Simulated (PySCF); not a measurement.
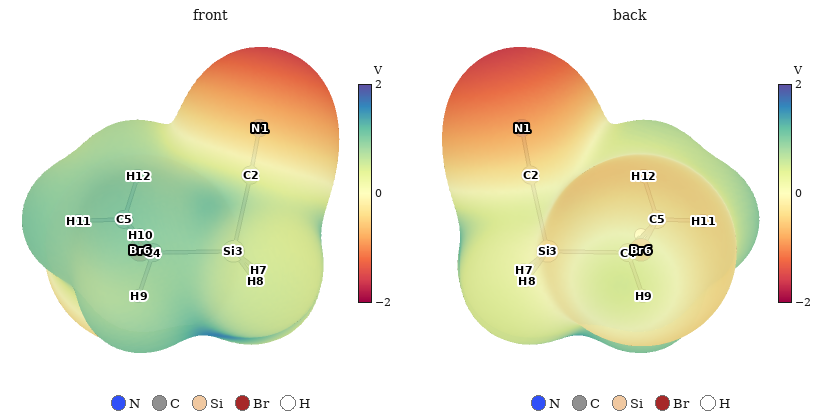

The picture shows: C3H6BrNSi (SMILES N#C[SiH2]CCBr). The molecular electrostatic potential painted on the density surface at 0.001 e/bohr³, seen from the front and from behind; red is negative and blue positive.

Geometry: GFN2-xTB.

Method: PySCF 2.14.0, B3LYP/def2-SVPD, SCF density, gas phase.

```yaml
atoms:
  - { symbol: N, position_ang: [-2.3525, 1.7173, 0.9345] }
  - { symbol: C, position_ang: [-1.8889, 0.7117, 0.6417] }
  - { symbol: Si, position_ang: [-1.0796, -0.8990, 0.1423] }
  - { symbol: C, position_ang: [0.4987, -0.3499, -0.7886] }
  - { symbol: C, position_ang: [1.3250, 0.6772, -0.0401] }
  - { symbol: Br, position_ang: [1.9760, -0.0307, 1.6620] }
  - { symbol: H, position_ang: [-1.9811, -1.5773, -0.7884] }
  - { symbol: H, position_ang: [-0.7973, -1.6527, 1.3595] }
  - { symbol: H, position_ang: [1.1190, -1.2220, -1.0067] }
  - { symbol: H, position_ang: [0.2266, 0.0890, -1.7527] }
  - { symbol: H, position_ang: [2.2153, 0.9725, -0.5965] }
  - { symbol: H, position_ang: [0.7402, 1.5632, 0.2070] }
```

> Which sites attract a positive test charge, and which a negative one?

A positive charge is drawn to the negative regions and a negative charge to the positive ones. The most negative region (about −1.5 V) lies over N1, the most positive (about +1.5 V) over Si3. Br6 shows a σ-hole: about +0.4 V at the tip opposite its bond, against about −0.3 V on its flanks. N1 is the likeliest acceptor of a hydrogen bond.
